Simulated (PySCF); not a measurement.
**C3H7NO2Si: density, localisation and related maps**

The calculation's input:

```
{"job": {"kind": "nmr", "xc": "PBE0", "basis": "pcSseg-1"}, "charge": 0, "multiplicity": 1}
C      2.351460     0.665370     0.168522
C      1.123081     0.177467     0.134039
C      0.714815    -1.128362    -0.517396
O     -0.666952    -1.294910    -0.358609
Si    -1.319768    -0.080778     0.521897
N     -2.459444     0.804767    -0.409950
O      0.062940     0.800526     0.694803
H      2.567115     1.598694     0.653315
H      3.163764     0.137650    -0.293847
H      0.953657    -1.121408    -1.585631
H      1.234455    -1.970261    -0.046262
H     -1.708811    -0.564635     1.839979
H     -2.777839     1.683011    -0.035124
H     -3.239151     0.292397    -0.787901
```

Command:

```sh
OMP_NUM_THREADS=1 python probes_run.py task.json out
```

Geometry: GFN2-xTB.

The calculation used PBE0/pcSseg-1, SCF density, gas phase, non-relativistic (PySCF 2.14.0).

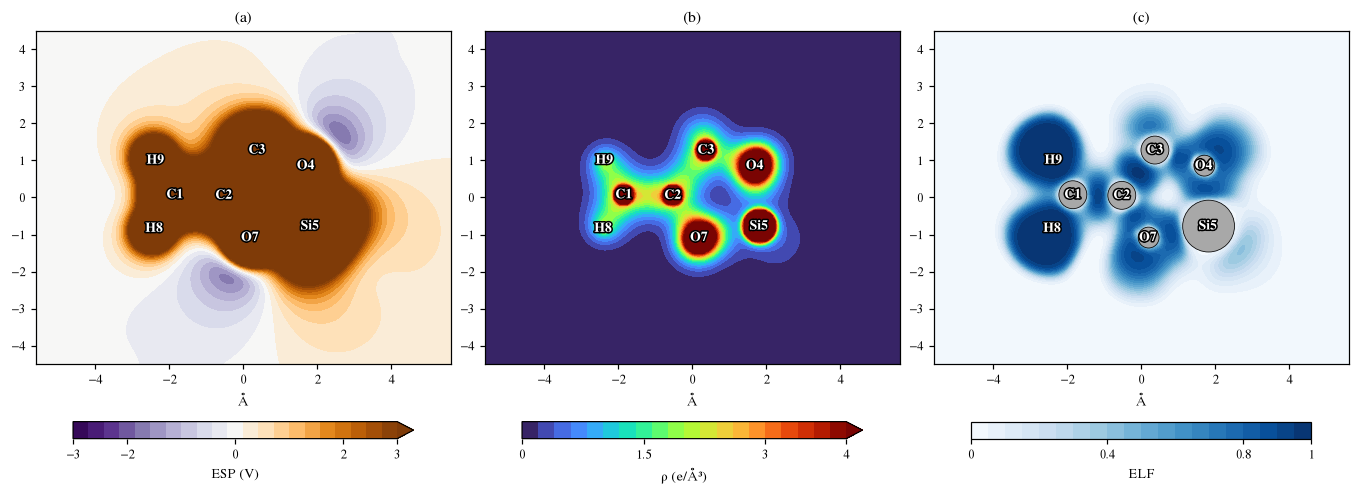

Figure 1. (a) molecular electrostatic potential; (b) total electron density; (c) ELF on the plane of atoms O4, Si5 and O7. Grey discs cover the atomic cores in the ELF map.

**Describe what can be read from this map.**

- Atoms in the plane: C, O, Si and H.
- C–C (1.32 Å): ρ is about 2.3 e/Å³ halfway; the ELF peaks at about 0.95 between the atoms; a multiple bond.
- C–O (1.35 Å): the density is about 2.3 e/Å³ at the midpoint, with its minimum of 2 e/Å³ about 0.5 Å from C; the ELF peaks at about 0.85 between the atoms: a shared but strongly polarised pair.
- Si–O (1.64 Å): the density is about 1.2 e/Å³ at the midpoint; the ELF peaks at about 0.85 between the atoms: a shared but strongly polarised pair.
- C–O (1.40 Å): the density is about 2.1 e/Å³ at the midpoint, with its minimum of 1.8 e/Å³ about 0.5 Å from C; the ELF peaks at about 0.90 between the atoms, as expected for a shared but strongly polarised pair.
- C–C (1.52 Å): the density is about 1.7 e/Å³ at the midpoint; the ELF peaks at about 0.95 between the atoms; localised, covalent bonding.
- The ELF also peaks beside O7 and O4, away from the bonds: lone-pair regions.
- Outside the dense part of the molecule the potential is most negative (−1.8 V) near O4.

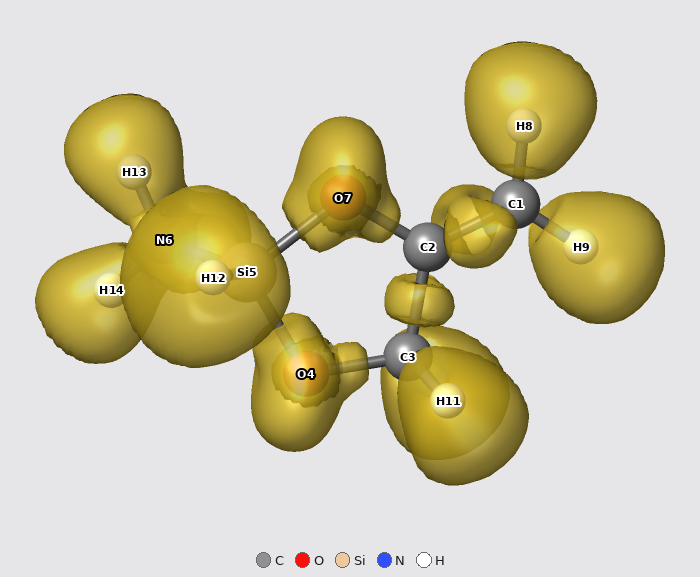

Figure 2. Isosurface of the electron localisation function at 0.75 (yellow), seen across its widest extent. Core shells and regions of very low density are left out.

**Describe the localisation domains.**

The surface consists of two regions between bonded C–C atoms (shared pairs), five regions around hydrogen nuclei, two regions on O in which the atom's valence shell and bonds are merged and one joined region spread over several atoms (H, N), in which their bonds and any lone pairs are merged.

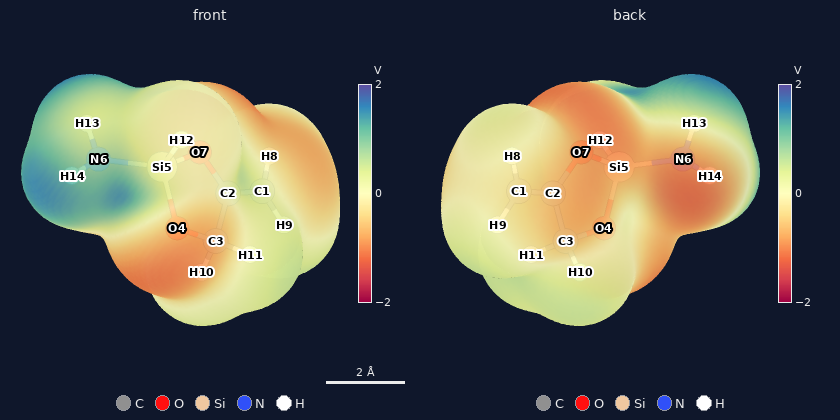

Figure 3. The molecular electrostatic potential painted on the density surface at 0.001 e/bohr³, seen from the front and from behind; red is negative and blue positive.

**Describe the electrostatic potential map.**

The most negative region (about −1.2 V, or −28 kcal/mol for a unit charge) lies over O4 and N6, the most positive (about +1.5 V, or +35 kcal/mol for a unit charge) over H13 and H14.

**What dipole moment does the calculation give?**

Its dipole moment is 1.69 D.
